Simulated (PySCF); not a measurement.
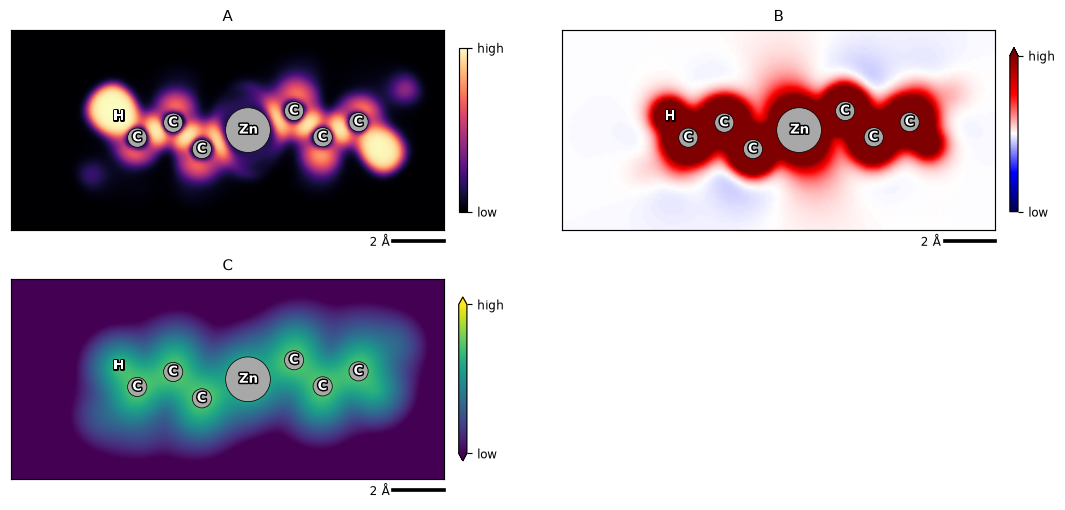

C₈H₁₈Zn (Zn(nBu)2): 3 fields on the plane of atoms Zn1, C15 and C16, with unlabelled colour scales. Grey discs cover the atomic cores.

Geometry: PBE0-D3(BJ)/def2-SVP.

Theory: B3LYP/def2-SVPD, SCF density, gas phase (PySCF 2.14.0).

> The panels show electron density, electron localisation function and electrostatic potential in some order. Assign them.

Panel A: electron localisation function. Panel B: electrostatic potential (strongly positive close to the atoms and fading to about zero outside). Panel C: electron density. From the grid: C–C (1.53 Å): ρ is about 1.6 e/Å³ halfway; the ELF peaks at about 0.95 between the atoms: a shared electron pair. C–Zn (1.96 Å): the density is about 0.74 e/Å³ at the midpoint; the ELF peaks at about 0.90 in the valence shell of C, 0.7 Å from its nucleus, and is about 0.45 at the midpoint.
